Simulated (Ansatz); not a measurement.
# F₃H₂HfN···H₂: what the fields show

Input file:

```
crystal:
  periodic: [false, false, false]
  atoms:
    - { symbol: Hf, position_ang: [0.148121, -0.037627, 0.088334] }
    - { symbol: "N", position_ang: [0.085943, 0.001839, 2.236356] }
    - { symbol: H, position_ang: [-0.588539, -0.458615, 2.856219] }
    - { symbol: H, position_ang: [0.874404, 0.340826, 2.801175] }
    - { symbol: F, position_ang: [2.009193, 0.030166, -0.365231] }
    - { symbol: F, position_ang: [-0.692324, 1.5191, -0.667877] }
    - { symbol: F, position_ang: [-0.676929, -1.606238, -0.648305] }
    - { symbol: H, position_ang: [-2.669675, 0.002699, 1.252257] }
    - { symbol: H, position_ang: [-2.086694, 0.219351, 1.621971] }
basis:
  gaussian: { orbitals: def2-SVP }
hamiltonian:
  xc: pbe
  dispersion: d4
relax:
  f_tol: 0.03
  max_steps: 50
output:
  orbitals: {}
```

Launched as:

```sh
ansatz run input.yaml --threads 2 --pin off --max-ram 3072MiB --backend cpu --events-out ev --progress --plain --runs-dir out
```

The fields are those of the run's last geometry, not of the input's.

Core potentials replace the inner electrons of Hf.

Level of theory: RKS PBE-D4/def2-SVP (Ansatz).

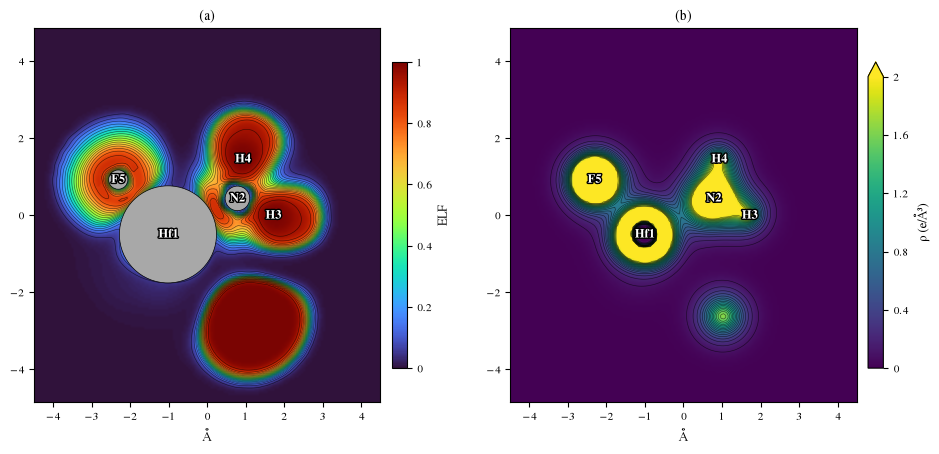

Figure 1. (a) electron localisation function; (b) electron density on the plane of atoms N2, Hf1 and F5. Grey discs cover the atomic cores in the ELF map.

What do the fields say about this system?

Answer.
- The section cuts through Hf, N, H and F sites.
- Hf–F (1.92 Å): the density is about 0.85 e/Å³ at the midpoint; the ELF peaks at about 0.85 in the valence shell of F, 0.5 Å from its nucleus, and drops to about 0.20 between the two atoms.
- Hf–N (2.03 Å): ρ at the midpoint is about 0.82 e/Å³; the ELF peaks at about 0.90 in the valence shell of N, 0.7 Å from its nucleus, and is about 0.25 at the midpoint.
- N–H (1.03 Å): the density is about 2.7 e/Å³ at the midpoint; the ELF climbs to about 1 towards the hydrogen, as it does in any bond to H (a covalent bond by its length).

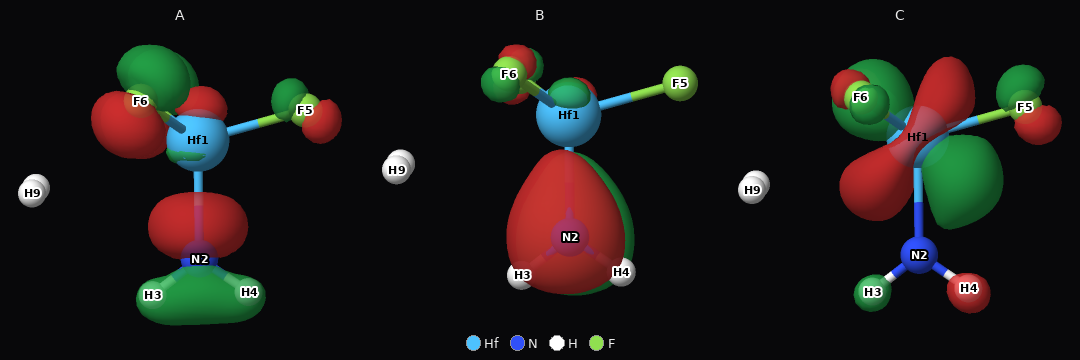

Figure 2. Three frontier orbitals at ±0.15 Å⁻³ᐟ² (green and red are the two phases), in no order.

Which picture is the HOMO−1, the HOMO and the LUMO?

Answer. A is the HOMO−1 (−9.06 eV). It lies mainly on F6 (about 25 %), N2 (about 25 %), F7 (about 25 %) and Hf1 (about 10 %); largely a combination of lone pairs on F6, N2 and F7. B is the HOMO (−6.44 eV). It lies mainly on N2 (about 70 %) and Hf1 (about 15 %); largely a lone pair of N2. C is the LUMO (−1.45 eV). By Hirshfeld shares it lies mainly on Hf1 (about 70 %) and F5 (about 10 %).

What is the HOMO–LUMO gap?

Answer. 4.99 eV between the orbital energies.
